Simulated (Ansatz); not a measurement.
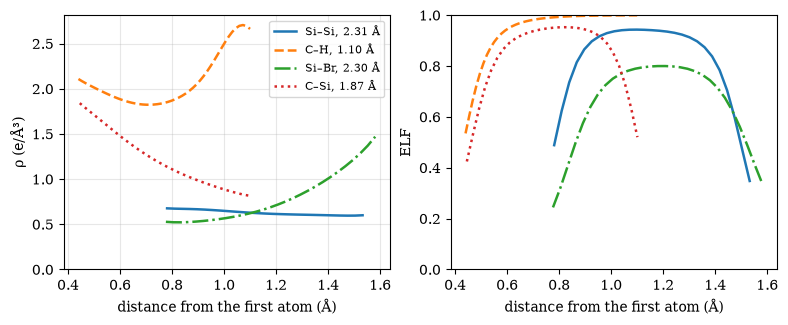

Figure. CH4BrSi2 (doublet). Total electron density and ELF along straight lines between neighbouring atoms. The curves leave out the atomic cores.

Geometry: PBE0-D3(BJ)/def2-SVP.

The calculation used isolated molecule in a Gaussian basis; Kohn-Sham density functional theory, functional PBE0 in Ansatz.

Input

```
crystal:
  periodic: [false, false, false]
  atoms:
    - symbol: C
      position_ang: [-0.829755, 1.716128, -0.628537]
    - symbol: Br
      position_ang: [2.750262, 0.952127, -1.485511]
    - symbol: Si
      position_ang: [-0.098458, 0.175409, 0.146099]
    - symbol: Si
      position_ang: [2.027849, -0.708485, -0.069009]
    - symbol: H
      position_ang: [-1.707352, 1.456796, -1.242601]
    - symbol: H
      position_ang: [-0.080271, 2.212592, -1.261611]
    - symbol: H
      position_ang: [-1.163618, 2.416957, 0.153710]
    - symbol: H
      position_ang: [-1.106759, -0.520473, 1.012963]
basis:
  gaussian:
    orbitals: def2-TZVPD
hamiltonian:
  xc: pbe0
magnetization:
  spin_polarized: true
  initial_magnetization: 1
output:
  forces: true
  orbitals: {seedname: orbitals}
```

Run with:

```sh
ansatz run input.yaml --threads 2 --pin off --max-ram 4350MiB --events-out events.jsonl --progress --plain --runs-dir runs
```

> What kind of bonding do the profiles show?

Si–Si (2.31 Å): ρ is about 0.62 e/Å³ halfway; the ELF peaks at about 0.95 between the atoms; localised, covalent bonding.
C–H (1.10 Å): ρ at the midpoint is about 1.9 e/Å³; the ELF climbs to about 1 towards the hydrogen, as it does in any bond to H; an ordinary covalent bond to hydrogen.
Si–Br (2.30 Å): the density is about 0.66 e/Å³ at the midpoint, with its minimum of 0.52 e/Å³ about 0.8 Å from Si; the ELF peaks at about 0.80 between the atoms; a polar covalent bond.
C–Si (1.87 Å): the density is about 0.95 e/Å³ at the midpoint; the ELF peaks at about 0.95 between the atoms, as expected for a shared electron pair.
